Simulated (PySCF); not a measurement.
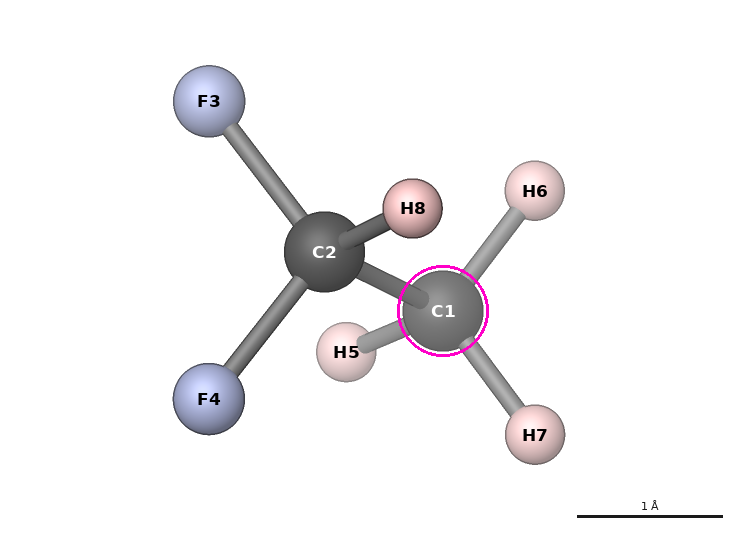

Orthographic view. Distant atoms are faded towards the background colour. The computed structure is the end point of a PBE0-D3(BJ)/def2-SVP optimisation. No frequency run is at hand to confirm it as a minimum.

Name the neighbours of the circled atom.

Answer. The circled atom is C1; it is bonded to C2, H5, H6, H7.

Which atom is farthest from the viewer?

Answer. H5, 1.4 Å behind the mean position.

Of C1 and C2, which is nearer the viewer?

Answer. C2; the bond to C1 points away from the viewer, so it looks shorter than its 1.50 Å.

Which atom is nearest the viewer?

Answer. H8, 1.5 Å in front of the mean position.
